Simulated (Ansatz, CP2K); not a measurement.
**Generalised stacking fault on (111) (glide set) of a Ge-Sn solid solution (48 atoms): one structure in several programs**

Aim: run generalised stacking fault on (111) (glide set) of a Ge-Sn solid solution (48 atoms) in several programs and set results and cost side by side. A plane-wave run serves as the reference.

Calculated with Ansatz 0.2.0; Kohn-Sham DFT, PBE, PAW, plane waves.

**1. The starting structure**

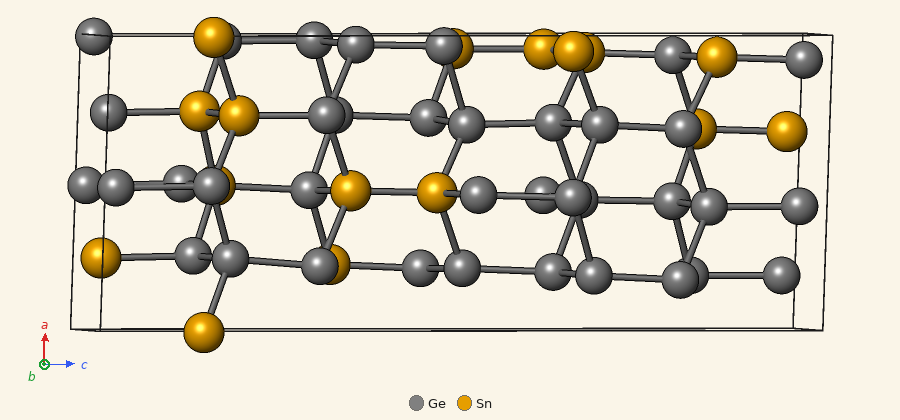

The starting structure, seen from the side, with the c axis across the page (germanium grey, tin orange). Bonds to atoms that aren't drawn are left out. Some periodic images of atoms are drawn too.

The cell holds 48 atoms: 34 Ge and 14 Sn. Its edges and angles: a = 8.334 Å, b = 7.218 Å, c = 20.526 Å, α = 90.0°, β = 88.1°, γ = 90.0°. Diamond-structure Ge lattice (a = 5.8932 Å, the value set for the mixture), cell with z along [111], 2 x 1 x 2 periods; the third cell vector is tilted by 0.167 of 1/2[1-10] and lengthened by 0.1 Å, so the cell holds one fault (glide set); displaced by a Gaussian of 0.01 Å; 14 of 48 Ge sites given to Sn at random (lattice constant by Vegard's rule between Ge and Sn). Then every atom was moved at random, 0.05 Å r.m.s. a Cartesian component. The structure's axis is c.

**2. Plane-wave reference**

The PAW files are the set soft_2.

Contents of input.yaml:

```yaml
crystal:
  lattice:
    - [8.33424, 0.0, 0.0]
    - [0.0, 7.21767, 0.0]
    - [0.69449, 0.0, 20.51464]
  atoms:
    - { symbol: Ge, position: [0.73694, 0.50726, 0.02176] }
    - { symbol: Sn, position: [0.74156, 0.49464, 0.14796] }
    - { symbol: Sn, position: [0.72846, 0.82595, 0.18901] }
    - { symbol: Ge, position: [0.73005, 0.83094, 0.31015] }
    [... 38 atom lines left out ...]
    - { symbol: Sn, position: [0.93776, 0.31644, 0.68558] }
    - { symbol: Ge, position: [0.92818, 0.33644, 0.80717] }
    - { symbol: Sn, position: [0.92391, 0.67275, 0.8544] }
    - { symbol: Ge, position: [0.91456, 0.67982, 0.97469] }
    - { symbol: Ge, position: [0.1814, 0.17089, 0.8483] }
    - { symbol: Ge, position: [0.18044, 0.16799, 0.97478] }
kpoints:
  mp_grid: { grid: [1, 1, 1] }
hamiltonian:
  xc: pbe
scf:
  occupations: { method: fermi_dirac, width: 0.05 }
output:
  forces: true
  eigenvalues: true
  populations: true
  stress: true
```

Launch:

```console
ansatz run input.yaml --threads 4 --pin off --max-ram 8192MiB --backend cpu --events-out ev --progress --plain --runs-dir out
```

Numbers of over 12 decimals in the logs are rounded to 6 here.

What it wrote:

```text
[...]
Pseudopotentials: kind: paw
Pseudopotential: Ge, paw, valence charge 14, recommended cutoff 420 eV (normal), Ge.paw.azcp
Pseudopotential: Sn, paw, valence charge 14, recommended cutoff 420 eV (normal), Sn.paw.azcp
[...]
Crystal: 48 atoms, lattice volume = 1234.033 Å³
Basis set: ecut = 420 eV, 24125 PW (Γ), exchange–correlation on 120×100×288 points (8 copies of the dense FFT grid, shifted against one another)
Bands: 404, of which v1, the nominal top of the filled ones, is band 336 counted from 1 (335 counted from 0)
Symmetry: 1 space group operations
Space group: P1 (ITA 1), of the structure as read, at distance tolerance 1.1e-4 Å
k-points: 1
[...]
Initial density: superposition of atomic densities (neutral atoms: chi_scale 0, normalization atom), corrected by the library's trained network
Initial wavefunctions: pseudopotential atomic-orbital guess
[...]
SCF iter   1: F=—  HF=-230338.080482 eV  |F-HF|=—  |Δ(HF+E_count)|=         —  Δρ=5.92e-3  dr2=6.37e-1  ethr=1.77e-3  ⟨swp⟩=6.0  Hψ=1454  notcnv=0  defer=25
preconditioner: auto → LDOS  [metal: Δε(μ)=0.039 eV  Ē_g=21.397 eV  σ=0.050 eV  W_gap=0.19  n_scr=320 (ndim 8)  ℏωp=27.4 eV  f_vac=0.073  D(μ)=25.01/eV (n_scr^D=146)  β→1.0]
[...]
SCF iter   8: F=—  HF=-230338.004425 eV  |F-HF|=—  |Δ(HF+E_count)|=   3.37e-7  Δρ=4.17e-6  dr2=4.41e-7  ethr=7.05e-10  ⟨swp⟩=2.0  Hψ=662  notcnv=0  defer=43
SCF iter   9: F=-230338.004425 eV  HF=-230338.004425 eV  |F-HF|=4.17e-8  |Δ(HF+E_count)|=   3.85e-8  Δρ=1.77e-6  dr2=8.15e-8  ethr=1.49e-11  ⟨swp⟩=13.0  Hψ=2096  notcnv=0
SCF 1 converged in 9 iterations: F = -230338.004425 eV  dr2 = 8.15e-8
[...]
SCF converged after 9 iterations
Free energy (F): -230338.004425 eV
Harris-Foulkes:  -230338.004425 eV  (|F-HF|=4.17e-8)
Internal energy: -230337.798986 eV  (E = F + TS)
E sigma→0 (E₀):  -230337.901705 eV
Entropy (-TS):   -0.205439 eV (-4.280 meV/atom)
Fermi energy:    8.479440 eV
--- Per-component energies (eV) ---
[...]
Σ components = -230338.004425   (vs F -230338.004425, Δ=0.00e0)
--- Forces (eV/Å), atoms counted from 1 ---
  atom   1  Ge    -3.33556450    -2.09565376     1.16309905
  atom   2  Sn     1.74134123     0.33457365    -2.19035058
  atom   3  Sn    -0.04292732     1.21613364     0.72019147
  atom   4  Ge     0.72818068     0.80474330     1.31328101
[...]
atom  48  Ge     3.76976379     1.99209743    -2.47263807
  max |Σ_I F_I| component: 9.18e-6 eV/Å
--- Stress (GPa, compression-positive) ---
       19.886237       2.977789      -1.975814
        2.977789       4.316295      -3.236264
       -1.975814      -3.236264       7.023205
  P = ⅓ Tr σ = 10.4086 GPa (104.086 kbar)
--- Band table (eV) ---
  k-point 0: bands = ["-17.0021", "-16.8976", "-16.7361", "-16.7281", [... 388 levels ...], "12.7909", "12.8908", "12.9467", "12.9580", "13.0587", "13.0873", "13.1437", "13.1718", "13.1912", "13.2518", "13.3442", "13.3761"]
--- Löwdin populations: 48 sites ---
  site symbol       q [e]
     0     Ge     14.0809
     1     Sn     13.8214
     2     Sn     13.8025
[...]
47     Ge     14.0279
  spilling = 0.001845 (of n_electrons = 672.000000)
```

Run time: 26 s. Hardware: 4 threads of Arm Neoverse V1, shared host; peak memory 1.7 GiB; 90 s of CPU time.

The run gave:

| Item | Value |
| --- | --- |
| free energy | -230338.0044 eV |
| free energy per atom | -4798.7084 eV/atom |
| SCF cycles | 9 |
| pressure | 10.41 GPa |
| r.m.s. force component | 2.447 eV/Å |
| longest force | 13.52 eV/Å |
| Fermi energy | 8.479 eV |
| levels partly filled by over 2 per cent | 5 |
| spilling of the projection | 0.001845 |

Neighbours are counted within 2.88 Å (Ge-Ge), 3.03 Å (Ge-Sn), 2.84 Å (Sn-Sn).

Length of the force by element and coordination:

| element | coordination | atoms | mean length of the force (eV/Å) | spread | least | most |
| --- | --- | --- | --- | --- | --- | --- |
| Ge | all | 34 | 2.58 | 2.86 | 0.193 | 13.5 |
| Ge | 3 | 6 | 7.33 | 3.90 | 4.11 | 13.5 |
| Ge | 4 | 28 | 1.56 | 0.916 | 0.193 | 3.80 |
| Sn | all | 14 | 3.65 | 3.49 | 0.668 | 12.8 |
| Sn | 3 | 2 | 11.8 | 1.02 | 10.8 | 12.8 |
| Sn | 4 | 12 | 2.29 | 1.02 | 0.668 | 3.73 |

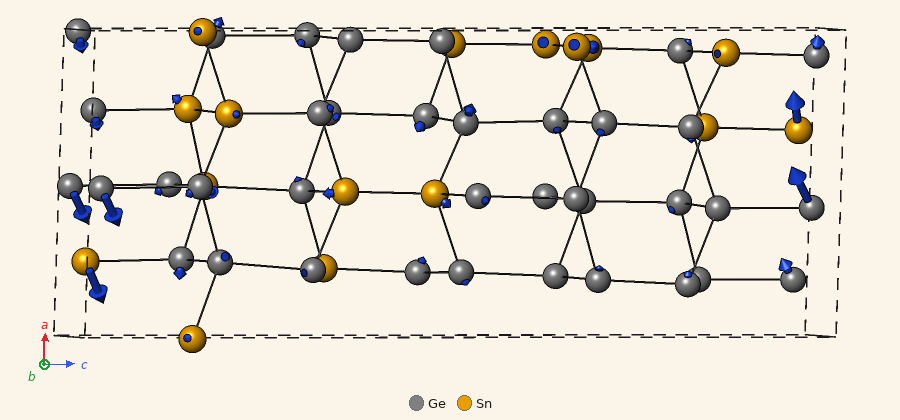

Forces as arrows; the longest in the cell is 13.5 eV/Å. Bonds to atoms that aren't drawn are left out. Some periodic images of atoms are drawn too.

Löwdin charges by element and coordination (they lack the spilled electrons, 0.026 e an atom on average):

| element | coordination | atoms | mean charge (e) | spread | least | most |
| --- | --- | --- | --- | --- | --- | --- |
| Ge | all | 34 | -0.0688 | 0.0599 | -0.203 | 0.0309 |
| Ge | 3 | 6 | -0.0804 | 0.0242 | -0.101 | -0.0279 |
| Ge | 4 | 28 | -0.0663 | 0.0648 | -0.203 | 0.0309 |
| Sn | all | 14 | 0.256 | 0.046 | 0.179 | 0.328 |
| Sn | 3 | 2 | 0.278 | 0.035 | 0.243 | 0.313 |
| Sn | 4 | 12 | 0.252 | 0.0465 | 0.179 | 0.328 |

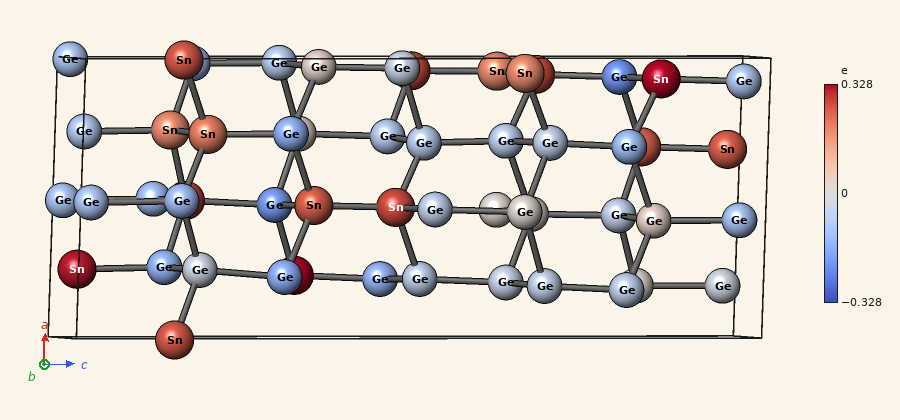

Atoms coloured by Löwdin charge. Bonds to atoms that aren't drawn are left out. Some periodic images of atoms are drawn too.

The levels nearest the highest filled one (over half full), pooled over k-points and spins:

| level less the highest filled one (eV) | occupation |
| --- | --- |
| -0.539 | 2 |
| -0.384 | 2.00 |
| -0.329 | 2.00 |
| -0.243 | 1.99 |
| -0.201 | 1.97 |
| 0 | 1.05 |
| 0.0377 | 0.688 |
| 0.116 | 0.198 |
| 0.182 | 0.057 |
| 0.195 | 0.044 |
| 0.291 | 0.007 |
| 0.471 | 0 |

**3. What was run beside it**

The programs:
- CP2K 2026.2: Gaussian basis with GTH pseudopotentials and a plane-wave density; labels give functional, basis (MOLOPT sets; SR short-range, UZH the newer set with its own potentials), grid cutoff/relative cutoff and solver (OT: orbital transformation; TRS4, TC2, SIGN: linear-scaling purification with its sparsity filter), or its built-in tight binding.

All use the same cell and atoms; the electronic-structure runs use the same k-mesh, and an electronic temperature of 580 K (0.05 eV) where levels are smeared.

Differences are against the plane-wave reference, forces as r.m.s. over components; share is that over the reference's r.m.s. force, slope the least-squares factor from reference forces to these. Total energies of different programs have different zeros and aren't compared.

| run | Δ force, r.m.s. (meV/Å) | share (%) | slope | Δ pressure (GPa) | cores | CPU time | memory (GiB) |
| --- | --- | --- | --- | --- | --- | --- | --- |
| reference | - | - | - | - | 4 | 90 s | 1.7 |
| CP2K PBE+D3, DZVP-MOLOPT-SR, 350/50 Ry, diagonalisation | 241 | 9.86 | 0.906 | -0.364 | 2 | 2.9 min | 1.5 |
| CP2K PBE, DZVP-MOLOPT-SR, 175/50 Ry, diagonalisation (coarse) | 223 | 9.13 | 0.915 | 0.158 | 1 | 2.8 min | 0.86 |
| CP2K PBE, DZVP-MOLOPT-SR, 350/50 Ry, diagonalisation | 223 | 9.13 | 0.915 | 0.158 | 2 | 2.9 min | 1.5 |
| CP2K PBE, DZVP-MOLOPT-SR, 350/70 Ry, diagonalisation | 223 | 9.13 | 0.915 | 0.158 | 2 | 3.5 min | 1.5 |
| CP2K PBE, DZVP-MOLOPT-SR, 489/50 Ry, diagonalisation | 223 | 9.13 | 0.915 | 0.158 | 2 | 4.3 min | 2.4 |
| CP2K PBE, DZVP-UZH, 350/50 Ry, diagonalisation | 209 | 8.55 | 0.921 | -0.0455 | 2 | 3 min | 1.5 |
| CP2K PBE, SZV-MOLOPT-SR, 350/50 Ry, diagonalisation (coarse) | 594 | 24.3 | 1.162 | -3.46 | 1 | 95 s | 1.4 |
| CP2K r2SCAN, SCAN potentials, DZVP-UZH(SCAN), 600/50 Ry, diagonalisation | 413 | 16.9 | 0.841 | -7.35 | 4 | 9.6 min | 4.4 |

Rows marked coarse were listed beforehand as settings not expected to be converged; some can still land near the reference.

CPU time is summed over cores on a shared host, where runs went side by side, so it is rough. Symmetry, cutoffs, thresholds, outputs and thread counts weren't matched or tuned between programs; memory under MPI is the largest rank's times the ranks.

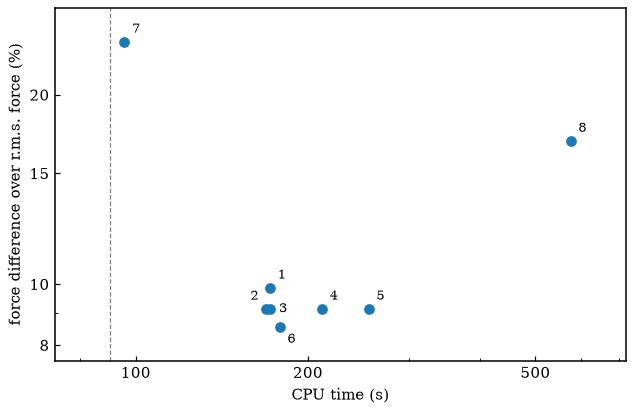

Force difference against CPU time; the dashed line marks the reference's time. Points: 1 CP2K PBE+D3, DZVP-MOLOPT-SR, 350/50 Ry, diagonalisation; 2 CP2K PBE, DZVP-MOLOPT-SR, 175/50 Ry, diagonalisation; 3 CP2K PBE, DZVP-MOLOPT-SR, 350/50 Ry, diagonalisation; 4 CP2K PBE, DZVP-MOLOPT-SR, 350/70 Ry, diagonalisation; 5 CP2K PBE, DZVP-MOLOPT-SR, 489/50 Ry, diagonalisation; 6 CP2K PBE, DZVP-UZH, 350/50 Ry, diagonalisation; 7 CP2K PBE, SZV-MOLOPT-SR, 350/50 Ry, diagonalisation; 8 CP2K r2SCAN, SCAN potentials, DZVP-UZH(SCAN), 600/50 Ry, diagonalisation.

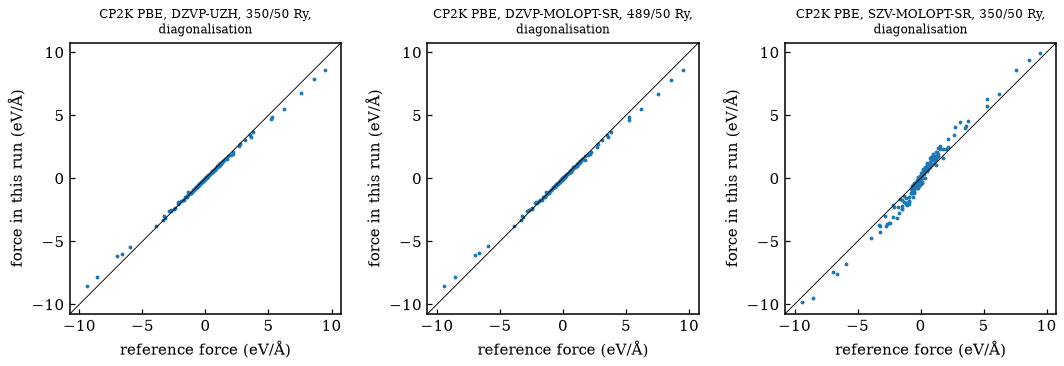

Force components against those of the reference; the line marks equality.

Runs without a result: CP2K GFN1-xTB, diagonalisation (not converged, the SCF not settling).

Mean charges by element (e), by run and scheme:

| run | scheme | Ge | Sn |
| --- | --- | --- | --- |
| reference | Löwdin | -0.07 | +0.26 |
| CP2K PBE+D3, DZVP-MOLOPT-SR, 350/50 Ry, diagonalisation | Mulliken | -0.03 | +0.08 |
| CP2K PBE+D3, DZVP-MOLOPT-SR, 350/50 Ry, diagonalisation | Hirshfeld | -0.03 | +0.06 |
| CP2K PBE, DZVP-MOLOPT-SR, 350/50 Ry, diagonalisation | Mulliken | -0.03 | +0.08 |
| CP2K PBE, DZVP-MOLOPT-SR, 350/50 Ry, diagonalisation | Hirshfeld | -0.03 | +0.06 |
| CP2K PBE, DZVP-MOLOPT-SR, 350/70 Ry, diagonalisation | Mulliken | -0.03 | +0.08 |
| CP2K PBE, DZVP-MOLOPT-SR, 350/70 Ry, diagonalisation | Hirshfeld | -0.03 | +0.06 |
| CP2K PBE, DZVP-MOLOPT-SR, 489/50 Ry, diagonalisation | Mulliken | -0.03 | +0.08 |
| CP2K PBE, DZVP-MOLOPT-SR, 489/50 Ry, diagonalisation | Hirshfeld | -0.03 | +0.06 |
| CP2K PBE, DZVP-UZH, 350/50 Ry, diagonalisation | Mulliken | -0.06 | +0.14 |
| CP2K PBE, DZVP-UZH, 350/50 Ry, diagonalisation | Hirshfeld | -0.03 | +0.06 |
| CP2K r2SCAN, SCAN potentials, DZVP-UZH(SCAN), 600/50 Ry, diagonalisation | Mulliken | -0.10 | +0.25 |
| CP2K r2SCAN, SCAN potentials, DZVP-UZH(SCAN), 600/50 Ry, diagonalisation | Hirshfeld | -0.03 | +0.07 |

The reference's Löwdin charges lack the electrons that the projection spills, 0.026 e an atom on average.

Within one program, basis, potentials and functional, energies share a zero. Each run against its twin at the usual cutoff or grid and solver:

| run | twin | Δ energy (meV/atom) | Δ force, r.m.s. (meV/Å) | CPU time over the twin's |
| --- | --- | --- | --- | --- |
| CP2K PBE, DZVP-MOLOPT-SR, 175/50 Ry, diagonalisation | DZVP-MOLOPT-SR, 350/50 Ry, diagonalisation | -3.0e-4 | 0.094 | 0.98 (this twin ran on 2 cores) |
| CP2K PBE, DZVP-MOLOPT-SR, 350/70 Ry, diagonalisation | DZVP-MOLOPT-SR, 350/50 Ry, diagonalisation | 2.0e-4 | 0.001 | 1.2 |
| CP2K PBE, DZVP-MOLOPT-SR, 489/50 Ry, diagonalisation | DZVP-MOLOPT-SR, 350/50 Ry, diagonalisation | 1.0e-4 | 0.02 | 1.5 |

**4. Results**

| Item | Value |
| --- | --- |
| reference r.m.s. force component | 2.45 eV/Å |
| nearest in forces | CP2K PBE, DZVP-UZH, 350/50 Ry, diagonalisation, 8.6 % |
| farthest in forces | CP2K PBE, SZV-MOLOPT-SR, 350/50 Ry, diagonalisation (coarse), 24 % |
| cheapest electronic-structure run beside the reference | CP2K PBE, SZV-MOLOPT-SR, 350/50 Ry, diagonalisation, 95 s of CPU time |

What this shows: The PBE runs in local orbitals, coarse settings apart, differ by 8.6 % (CP2K PBE, DZVP-UZH, 350/50 Ry, diagonalisation) to 9.1 % (CP2K PBE, DZVP-MOLOPT-SR, 350/50 Ry, diagonalisation); basis, grid and potentials can all enter. Rows with another functional or a dispersion term differ by 9.9 % (CP2K PBE+D3, DZVP-MOLOPT-SR, 350/50 Ry, diagonalisation) to 17 % (CP2K r2SCAN, SCAN potentials, DZVP-UZH(SCAN), 600/50 Ry, diagonalisation), which mixes the change of model with differences of basis and potentials, some of them made for another functional. Runs with settings chosen to be coarse differ by 9.1 % (CP2K PBE, DZVP-MOLOPT-SR, 175/50 Ry, diagonalisation) to 24 % (CP2K PBE, SZV-MOLOPT-SR, 350/50 Ry, diagonalisation), their programs' other errors included. None of the electronic-structure runs in the table takes under half the reference's CPU time of 90 s; they take 1.1 to 6.4 times as much. CP2K PBE, SZV-MOLOPT-SR, 350/50 Ry, diagonalisation stiffens the forces by a factor of 1.16 while following their directions (correlation 0.988); the slopes of the 8 CP2K runs lie between 0.84 and 1.16. In pressure, CP2K PBE, SZV-MOLOPT-SR, 350/50 Ry, diagonalisation misses by -3.5 GPa, at the same functional. Charges hang on scheme and program or settings: among these rows the mean for Sn runs from +0.06 to +0.26 e. In the reference: counting bands leaves a spacing of only 0.038 eV (at Γ alone), which the smearing bridges: 5 levels are partly filled by over 2 %, so a gap, if any, is small at this level. In the reference: forces differ by site in this geometry: Ge atoms with 3 neighbours bear 7.3 eV/Å on average, against 1.6 eV/Å for those with 4. The potentials hold different valence shells: 672 electrons in the reference, 192 in CP2K with SZV-MOLOPT-SR; this bears on time and differences. The reference's stress is far from hydrostatic: its diagonal is 19.9, 4.3, 7.0 GPa, compression counted positive. The host structure and its lattice constant were typed by rule, without a check against the phase diagram. The reference's pressure of 10 GPa belongs to a cell and atoms that aren't relaxed at this level. The electronic-structure runs sample only Γ, in a cell whose shortest periodic width is 7 Å, which is coarse for a cell with partly filled levels.

[Also dropped from logs without a mark: logging warnings of Python, and SIESTA's first energy breakdown and zero terms.]

[Logs are printed without paths, hosts, clocks, repeated set-up lines and the standing remarks that a program may print on its own settings, such as how far it seeks lower states.]

[Hosts, paths, dates, database ids (printed as entryN), source tags and the programs' standing remarks are cut or masked in the printed files.]
